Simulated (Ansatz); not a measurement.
**BH₄O₂: geometry relaxation**

- system: BH₄O₂, multiplicity 2
- method: UKS revPBE/6-31G* (Ansatz 0.2.0)

The input holds or restrains some coordinates. Forces given for the steps count only the free coordinates. It belongs to a series of runs on one base structure; here: pulled along the bonds that form and break, towards end A. Figures and captions count atoms from 1; the log counts them from 0 in places.

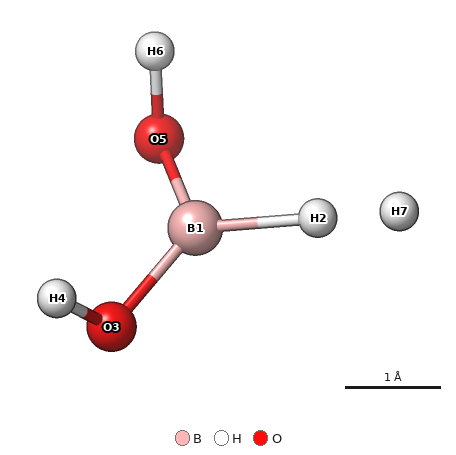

Figure 1. The input geometry (ball-and-stick view, seen at a tilt; atoms are numbered from 1 in the order of the input). Bond lengths as drawn: B–H 1.44 Å, B–O 1.41 Å and H–O 1.01 Å.

**Summary**

- outcome: converged under the restraints of the input
- total energy: −4833.4967 eV
- mean-field energy: −4833.4967 eV
- ⟨S²⟩: 0.750
- largest force (length of the vector) at the end, held atoms and coordinates included: 0.345 eV/Å
- hardware: 1 thread of Arm Neoverse V1, 24 GiB of memory available, shared host
- wall time: 16 s
- peak memory: 0.12 GiB

**The input**
```yaml
crystal:
  periodic: [false, false, false]
  atoms:
    - { symbol: B, position_ang: [0.0, 0.0, 0.0] }
    - { symbol: H, position_ang: [0.0, 0.0, 1.44] }
    - { symbol: O, position_ang: [1.2211, 0.0, -0.705] }
    - { symbol: H, position_ang: [1.5209, -0.9519, -0.8599] }
    - { symbol: O, position_ang: [-1.2211, 0.0, -0.705] }
    - { symbol: H, position_ang: [-1.7308, -0.8467, -0.4965] }
    - { symbol: H, position_ang: [0.0, 0.0, 2.4] }
magnetization:
  spin_polarized: true
  initial_magnetization: 1
basis:
  gaussian: { orbitals: "6-31G*" }
hamiltonian:
  xc: revpbe
relax:
  f_tol: 0.15
  max_steps: 25
  restrain:
    - { distance: [1, 6], at: 1.86, k: 30.0 }
    - { distance: [0, 1], at: 1.19, k: 30.0 }
output:
  orbitals: {}
```

Launch command:
```bash
ansatz run input.yaml --threads 1 --pin off --max-ram 2048MiB --backend cpu --events-out ev --progress --plain --runs-dir out
```

**Log**
```
The last accepted step is kept in [file] (removed where the run ends without a failure and the disk answers)
Engine: ansatz 0.2.0, aarch64-unknown-linux-gnu
Functional definition: revPBE
  parameter kappa = 1.245
  parameter beta = 0.06672455060314922
  exchange = pbe_x(kappa = kappa, mu = beta*pi^2/3)
  correlation = pbe_c(beta = beta)
599 factors; their error is unknown
mean field evaluation 1: about -4825.2390 eV, gradient 4.6e1 eV
mean field evaluation 2: about -4792.3877 eV, gradient 1.0e2 eV
mean field evaluation 4: about -4832.2102 eV, gradient 4.7e0 eV
mean field evaluation 8: about -4832.2699 eV, gradient 1.3e-1 eV
mean field evaluation 16: about -4832.2700 eV, gradient 3.4e-5 eV
mean field -4832.26997655 eV, -177.5826462080 hartree, gradient 3.4e-5 eV, S^2 0.754897; 0 other end points of the search recorded, 0 dependent functions left out
the calculation of the forces begins
reference -4832.27000750 eV, -177.5826473454 hartree; 13, 12 occupied and 40, 41 virtual orbitals, 599 factors
relax step   1: F+E_penalty+E_count = -4832.26997655 eV  Δ(F+E_penalty+E_count) = +0.000e0 eV  max|allowed force component| = 1.507e0 eV/Å  E_restraint = 13.08750000 eV  max|allowed force component, restraints' pulls added| = 3.441e1 eV/Å  Δτ_max = 0.0000 Å  (27 SCF iters, accepted)
  distance H 1 - H 6 = 0.9600 Å
  distance B 0 - H 1 = 1.4400 Å
these checks for a lower state are left out or cut short: starts, cluster_reference, orbital_swaps, neighbouring_geometries, increment
599 factors; their error is unknown
mean field -4832.37895139 eV, -177.5866509595 hartree, gradient 1.6e-5 eV, S^2 0.752563; 0 other end points of the search recorded, 0 dependent functions left out
the calculation of the forces begins
reference -4832.37898343 eV, -177.5866521371 hartree; 13, 12 occupied and 40, 41 virtual orbitals, 599 factors
relax step   2: F+E_penalty+E_count = -4832.37895139 eV  Δ(F+E_penalty+E_count) = -1.090e-1 eV  max|allowed force component| = 1.022e0 eV/Å  E_restraint = 4.10994643 eV  max|allowed force component, restraints' pulls added| = 1.787e1 eV/Å  Δτ_max = 0.1945 Å  (33 SCF iters, accepted)
  distance H 1 - H 6 = 1.3421 Å
  distance B 0 - H 1 = 1.2659 Å
these checks for a lower state are left out or cut short: starts, cluster_reference, orbital_swaps, neighbouring_geometries, increment
599 factors; their error is unknown
mean field evaluation 32: about -4832.3881 eV, gradient 6.5e-6 eV
mean field -4832.38814658 eV, -177.5869888765 hartree, gradient 6.5e-6 eV, S^2 0.750826; 0 other end points of the search recorded, 0 dependent functions left out
the calculation of the forces begins
reference -4832.38818000 eV, -177.5869901045 hartree; 13, 12 occupied and 40, 41 virtual orbitals, 599 factors
relax step   3: F+E_penalty+E_count = -4832.38814658 eV  Δ(F+E_penalty+E_count) = -9.195e-3 eV  max|allowed force component| = 2.064e0 eV/Å  E_restraint = 0.45042780 eV  max|allowed force component, restraints' pulls added| = 5.253e0 eV/Å  Δτ_max = 0.1985 Å  (33 SCF iters, accepted)
  distance H 1 - H 6 = 1.6924 Å
  distance B 0 - H 1 = 1.1458 Å
these checks for a lower state are left out or cut short: starts, cluster_reference, orbital_swaps, neighbouring_geometries, increment
599 factors; their error is unknown
mean field -4832.75868465 eV, -177.6006058993 hartree, gradient 7.9e-6 eV, S^2 0.750633; 0 other end points of the search recorded, 0 dependent functions left out
the calculation of the forces begins
reference -4832.75871782 eV, -177.6006071183 hartree; 13, 12 occupied and 40, 41 virtual orbitals, 599 factors
relax step   4: F+E_penalty+E_count = -4832.75868465 eV  Δ(F+E_penalty+E_count) = -3.705e-1 eV  max|allowed force component| = 1.633e0 eV/Å  E_restraint = 0.05296910 eV  max|allowed force component, restraints' pulls added| = 1.915e0 eV/Å  Δτ_max = 0.1999 Å  (35 SCF iters, accepted)
  distance H 1 - H 6 = 1.8014 Å
  distance B 0 - H 1 = 1.1804 Å
these checks for a lower state are left out or cut short: starts, cluster_reference, orbital_swaps, neighbouring_geometries, increment
599 factors; their error is unknown
mean field -4833.01835172 eV, -177.6101484884 hartree, gradient 8.9e-6 eV, S^2 0.750522; 0 other end points of the search recorded, 0 dependent functions left out
the calculation of the forces begins
reference -4833.01838494 eV, -177.6101497089 hartree; 13, 12 occupied and 40, 41 virtual orbitals, 599 factors
relax step   5: F+E_penalty+E_count = -4833.01835172 eV  Δ(F+E_penalty+E_count) = -2.597e-1 eV  max|allowed force component| = 1.259e0 eV/Å  E_restraint = 0.00528986 eV  max|allowed force component, restraints' pulls added| = 1.296e0 eV/Å  Δτ_max = 0.2000 Å  (34 SCF iters, accepted)
  distance H 1 - H 6 = 1.8721 Å
  distance B 0 - H 1 = 1.2043 Å
these checks for a lower state are left out or cut short: starts, cluster_reference, orbital_swaps, neighbouring_geometries, increment
599 factors; their error is unknown
mean field -4833.31173739 eV, -177.6209302128 hartree, gradient 2.3e-5 eV, S^2 0.750482; 0 other end points of the search recorded, 0 dependent functions left out
the calculation of the forces begins
reference -4833.31177082 eV, -177.6209314414 hartree; 13, 12 occupied and 40, 41 virtual orbitals, 599 factors
relax step   6: F+E_penalty+E_count = -4833.31173739 eV  Δ(F+E_penalty+E_count) = -2.934e-1 eV  max|allowed force component| = 7.574e-1 eV/Å  E_restraint = 0.00540168 eV  max|allowed force component, restraints' pulls added| = 7.574e-1 eV/Å  Δτ_max = 0.2000 Å  (34 SCF iters, accepted)
  distance H 1 - H 6 = 1.8733 Å
  distance B 0 - H 1 = 1.2035 Å
these checks for a lower state are left out or cut short: starts, cluster_reference, orbital_swaps, neighbouring_geometries, increment
599 factors; their error is unknown
mean field evaluation 64: about -4833.4807 eV, gradient 2.3e-5 eV
mean field -4833.48069574 eV, -177.6271393175 hartree, gradient 2.3e-5 eV, S^2 0.750481; 0 other end points of the search recorded, 0 dependent functions left out
the calculation of the forces begins
reference -4833.48072934 eV, -177.6271405523 hartree; 13, 12 occupied and 40, 41 virtual orbitals, 599 factors
relax step   7: F+E_penalty+E_count = -4833.48069574 eV  Δ(F+E_penalty+E_count) = -1.690e-1 eV  max|allowed force component| = 4.414e-1 eV/Å  E_restraint = 0.00326551 eV  max|allowed force component, restraints' pulls added| = 5.547e-1 eV/Å  Δτ_max = 0.1998 Å  (33 SCF iters, accepted)
  distance H 1 - H 6 = 1.8657 Å
  distance B 0 - H 1 = 1.2036 Å
these checks for a lower state are left out or cut short: starts, cluster_reference, orbital_swaps, neighbouring_geometries, increment
599 factors; their error is unknown
mean field -4833.49666492 eV, -177.6277261741 hartree, gradient 1.4e-5 eV, S^2 0.750471; 0 other end points of the search recorded, 0 dependent functions left out
the calculation of the forces begins
reference -4833.49669955 eV, -177.6277274466 hartree; 13, 12 occupied and 40, 41 virtual orbitals, 599 factors
relax step   8: F+E_penalty+E_count = -4833.49666492 eV  Δ(F+E_penalty+E_count) = -1.597e-2 eV  max|allowed force component| = 3.240e-1 eV/Å  E_restraint = 0.00414991 eV  max|allowed force component, restraints' pulls added| = 1.474e-1 eV/Å  Δτ_max = 0.1999 Å  (28 SCF iters, accepted)
  distance H 1 - H 6 = 1.8706 Å
  distance B 0 - H 1 = 1.2029 Å
```

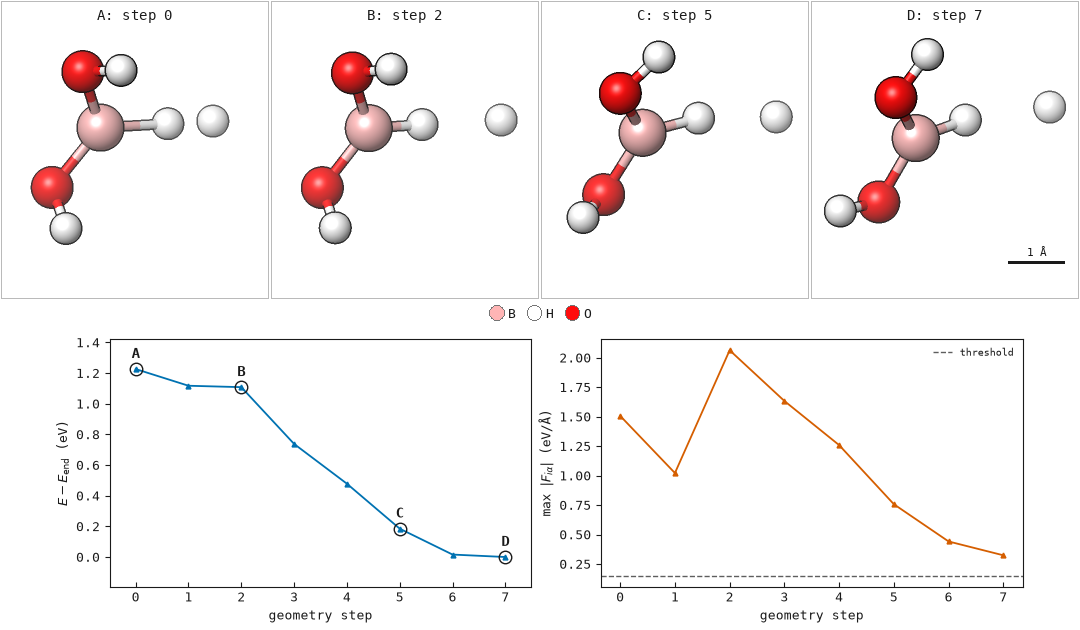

Figure 2. Frames of the restrained relaxation (ball-and-stick view, seen at a tilt) above the curves, on which the letters mark them (the first geometry is step 0 here and step 1 in the log).

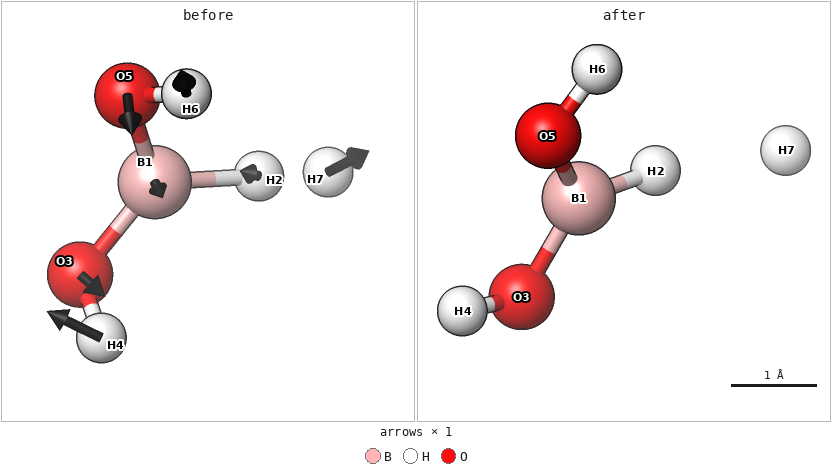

Figure 3. Before (left) and after (right) the restrained relaxation, at one scale (ball-and-stick view, seen at a tilt). The black arrows give the displacements, at true length. H4 moves most after the best rigid fit: 0.72 Å. By element the largest moves are H 0.72 Å, O 0.58 Å, B 0.25 Å. Distances before and after: B1–H2 1.440 → 1.203 Å, O5–H6 1.010 → 0.975 Å, B1–O3 1.410 → 1.375 Å, O3–H4 1.010 → 0.981 Å. Among the angles that change: H2–B1–O5 120.0° → 122.4°, H2–B1–O3 120.0° → 117.6°. Over 7 geometry steps the energy falls by 1.227 eV. The largest force component goes from 1.5 to 0.32 eV/Å. (Atoms are counted from 1 in the order of the input.)

```
599 factors; their error is unknown
mean field -4833.49666492 eV, -177.6277261741 hartree, gradient 1.3e-5 eV, S^2 0.750471; 1 other end points of the search recorded, 0 dependent functions left out
the calculation of the forces begins
reference -4833.49669955 eV, -177.6277274466 hartree; 13, 12 occupied and 40, 41 virtual orbitals, 599 factors
Total energy: -4833.49669955 eV, -177.6277274466 hartree
Atom 0 at     0.080713    -0.236459     0.000136 Å, force     0.021040    -0.116345    -0.323959 eV/Å
Atom 1 at    -0.073609     0.014182     1.166424 Å, force     0.002080     0.058619     0.132287 eV/Å
Atom 2 at     1.368894    -0.274930    -0.478989 Å, force    -0.115997    -0.004174    -0.043272 eV/Å
Atom 3 at     1.362596    -0.502496    -1.433476 Å, force     0.009446     0.018889     0.043464 eV/Å
Atom 4 at    -0.982449    -0.498317    -0.849910 Å, force     0.131193     0.016204     0.021583 eV/Å
Atom 5 at    -1.824507    -0.447374    -0.361619 Å, force    -0.037666     0.008565     0.001714 eV/Å
Atom 6 at    -0.141537     0.146794     3.031034 Å, force    -0.010096     0.018241     0.168182 eV/Å
Dipole moment:    -0.301793    -0.053455    -0.147301 e Å
```

**Trajectory as extended XYZ (Å, eV, eV/Å), 8 frames, from step=1 to step=8**
```
7
Properties=species:S:1:pos:R:3:forces:R:3 step=1 energy=-4832.26998
B     0.0000    0.0000    0.0000    0.0042  -0.3621  -1.5070
H     0.0000    0.0000    1.4400   -0.0009   0.0027   0.0887
O     1.2211    0.0000   -0.7050   -0.2137  -0.9942   0.4966
H     1.5209   -0.9519   -0.8599   -0.3640   1.3233   0.1224
O    -1.2211    0.0000   -0.7050    0.2128  -1.3739   0.4496
H    -1.7308   -0.8467   -0.4965    0.3617   1.4075   0.0643
H     0.0000    0.0000    2.4000   -0.0001  -0.0032   0.2853
7
Properties=species:S:1:pos:R:3:forces:R:3 step=2 energy=-4832.37895
B    -0.0002   -0.0065   -0.0134   -0.0396  -0.3238  -0.6889
H    -0.0001   -0.0001    1.2524   -0.0163  -0.0130  -0.0525
O     1.2208   -0.0041   -0.7011   -0.1552  -0.6258   0.2718
H     1.5186   -0.9424   -0.8597   -0.2058   0.9432   0.0261
O    -1.2180   -0.0097   -0.7071    0.3320  -1.0019   0.0477
H    -1.7310   -0.8358   -0.4921    0.0864   1.0220   0.1901
H     0.0000    0.0000    2.5945   -0.0015  -0.0008   0.2056
7
Properties=species:S:1:pos:R:3:forces:R:3 step=3 energy=-4832.38815
B    -0.0006   -0.0151   -0.0452   -0.0498  -0.2684  -1.7845
H    -0.0018   -0.0016    1.1006   -0.0557  -0.0048   2.0637
O     1.2222   -0.0075   -0.7046    0.0727  -0.0957  -0.1056
H     1.5193   -0.9297   -0.8632    0.0028   0.3807  -0.1351
O    -1.2105   -0.0269   -0.7262    0.2305  -0.6208  -0.5842
H    -1.7383   -0.8181   -0.4809   -0.1998   0.6088   0.3197
H    -0.0001    0.0003    2.7930   -0.0006   0.0002   0.2261
7
Properties=species:S:1:pos:R:3:forces:R:3 step=4 energy=-4832.75868
B    -0.0147   -0.0957   -0.0631    0.1015   0.3222  -1.1536
H    -0.1648   -0.0813    1.1076   -0.0937  -0.0937   0.9517
O     1.2734    0.0153   -0.5945   -0.0794  -0.8333   0.0913
H     1.5422   -0.8695   -0.9607   -0.2060   0.8938  -0.0836
O    -1.1378   -0.1225   -0.8860   -0.3807  -1.6333   0.5785
H    -1.8188   -0.7071   -0.4117    0.6467   1.3316  -0.5664
H     0.1106    0.0623    2.8820    0.0117   0.0127   0.1820
7
Properties=species:S:1:pos:R:3:forces:R:3 step=5 energy=-4833.01835
B    -0.0037   -0.0387   -0.0591    0.1267  -1.2589  -0.7710
H    -0.1843   -0.1419    1.1272   -0.1641   0.6484   0.2953
O     1.3057   -0.0135   -0.5281   -0.1444  -0.1817   0.3041
H     1.4313   -0.8111   -1.0893   -0.0532   0.5677  -0.3291
O    -1.0519   -0.2927   -0.9466    0.3145  -0.0529   0.5756
H    -1.8008   -0.6034   -0.3928   -0.0921   0.2713  -0.2404
H     0.0940    0.1027    2.9623    0.0125   0.0061   0.1654
7
Properties=species:S:1:pos:R:3:forces:R:3 step=6 energy=-4833.31174
B     0.0245   -0.1405   -0.0274    0.0788  -0.4025  -0.5897
H    -0.1736   -0.0803    1.1581   -0.0814   0.3828   0.1451
O     1.3317   -0.0879   -0.4791   -0.1751  -0.7418  -0.1164
H     1.4041   -0.7021   -1.2549   -0.0111   0.7574   0.1114
O    -1.0091   -0.3867   -0.9291    0.1249  -0.0912   0.5308
H    -1.8246   -0.5290   -0.4019    0.0560   0.0822  -0.2490
H     0.0370    0.1279    3.0079    0.0080   0.0133   0.1677
7
Properties=species:S:1:pos:R:3:forces:R:3 step=7 energy=-4833.48070
B     0.0240   -0.2133    0.0016    0.3463  -0.0425   0.1616
H    -0.1727    0.0442    1.1608   -0.0564   0.0703   0.1284
O     1.3413   -0.2622   -0.3974   -0.1455  -0.0735  -0.3534
H     1.4012   -0.5248   -1.3469   -0.0324   0.1125   0.2805
O    -0.9879   -0.4747   -0.8856   -0.3141  -0.1890  -0.4414
H    -1.8720   -0.4941   -0.4694    0.1921   0.1065   0.0492
H     0.0562    0.1263    3.0106    0.0100   0.0158   0.1751
7
Properties=species:S:1:pos:R:3:forces:R:3 step=8 energy=-4833.49666
B     0.0807   -0.2365    0.0001    0.0210  -0.1163  -0.3240
H    -0.0736    0.0142    1.1664    0.0021   0.0586   0.1323
O     1.3689   -0.2749   -0.4790   -0.1160  -0.0042  -0.0433
H     1.3626   -0.5025   -1.4335    0.0094   0.0189   0.0435
O    -0.9824   -0.4983   -0.8499    0.1312   0.0162   0.0216
H    -1.8245   -0.4474   -0.3616   -0.0377   0.0086   0.0017
H    -0.1415    0.1468    3.0310   -0.0101   0.0182   0.1682
```

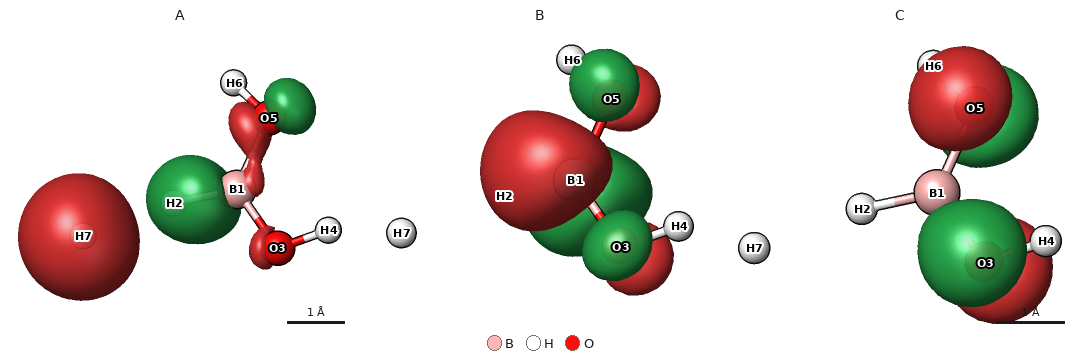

Figure 4. Three frontier orbitals at ±0.15 Å⁻³ᐟ² (green and red are the two phases). C is the HOMO−1 (α) (−7.18 eV). A is the HOMO (α) (−6.52 eV). Its weight (Hirshfeld) is mainly on H7 (65 %), B1 (10 %) and H2 (10 %). B is the LUMO (α) (0.47 eV). Its weight (Hirshfeld) is mainly on B1 (55 %), O3 (15 %) and O5 (15 %). The HOMO–LUMO gap is 6.99 eV between the orbital energies.

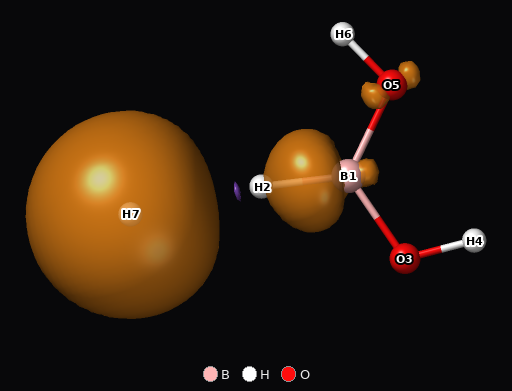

Figure 5. Isosurfaces of the spin density (α minus β) at +0.01 (orange) and −0.01 e/Å³ (purple), seen face on. The unpaired spin (1 electron) lies mostly on H7 (about 0.9), in electrons by Hirshfeld's partition.
